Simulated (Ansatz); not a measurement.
```xyz
5

Se    0.7394   -0.8891    1.0984
Sb   -0.3541    0.3450   -0.8797
H     1.2783   -1.9309    0.2102
H    -1.8465    0.5817   -0.0629
H     0.1829    1.8934   -0.3659
```

Core potentials replace the inner electrons of Sb.

Method: Ansatz 0.2.0, RKS PBE0-D4/def2-SVP.

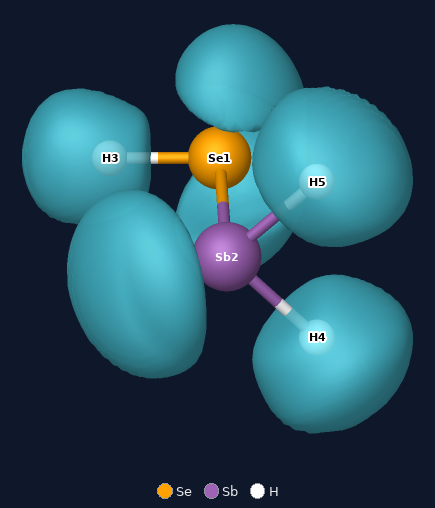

H3SbSe (SMILES [SeH][SbH2]). Isosurface of the ELF at 0.8 (cyan), seen at an oblique angle. Core shells and regions of very low density are left out.

Describe the localisation domains.

Answer. The ELF exceeds this value in three regions around hydrogen nuclei, one lobe on Sb, pointing away from the bonds (lone pairs) and one region wrapped around Se (its valence shell). Profiles from the grid: Sb–Se (2.58 Å): the ELF peaks at about 0.75 in the valence shell of Se, 1.1 Å from its nucleus, and drops to about 0.20 between the two atoms. Se–H (1.47 Å): the ELF climbs to about 1 towards the hydrogen, as it does in any bond to H.
